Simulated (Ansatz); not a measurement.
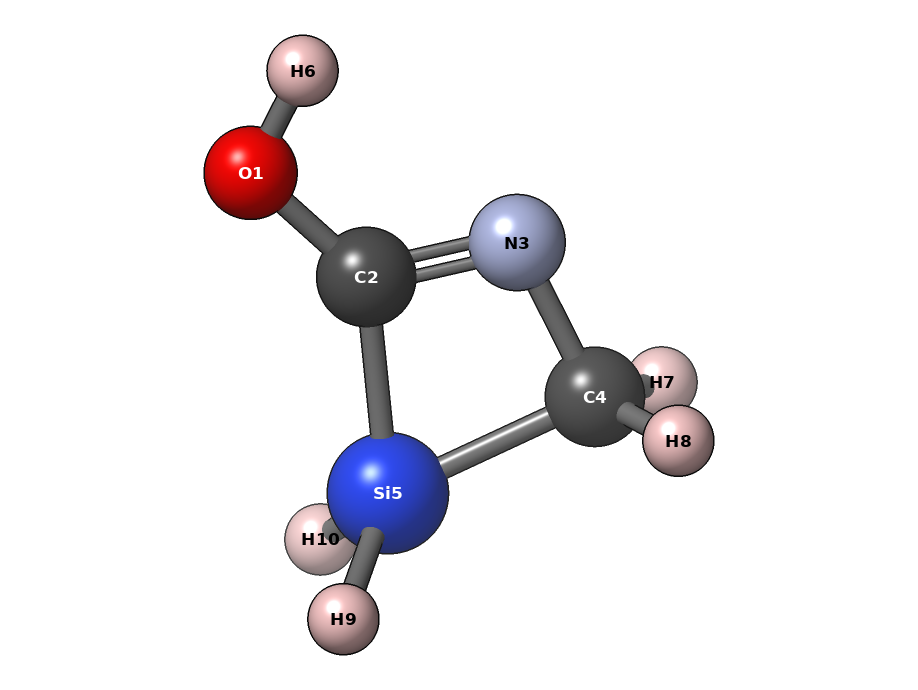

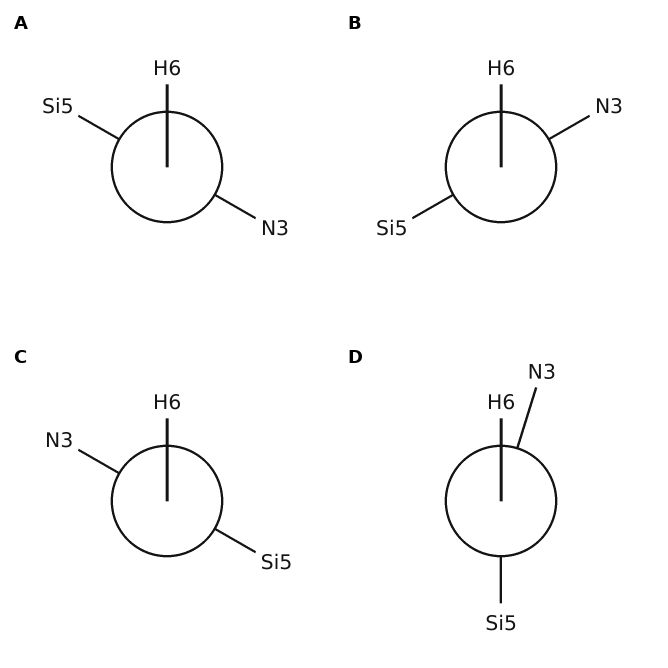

Depth is shown by fading: the farther an atom, the more it takes the colour of the background. Bonds that would overlap in a projection are set slightly apart. Computed geometry: PBE0-D4/def2-TZVP optimisation. No frequency run is at hand to confirm it as a minimum.

Which Newman projection shows the view along O1–C2, with O1 in front?

Answer. D. The torsion angle H6–O1–C2–Si5 is 180°, antiperiplanar (anti).
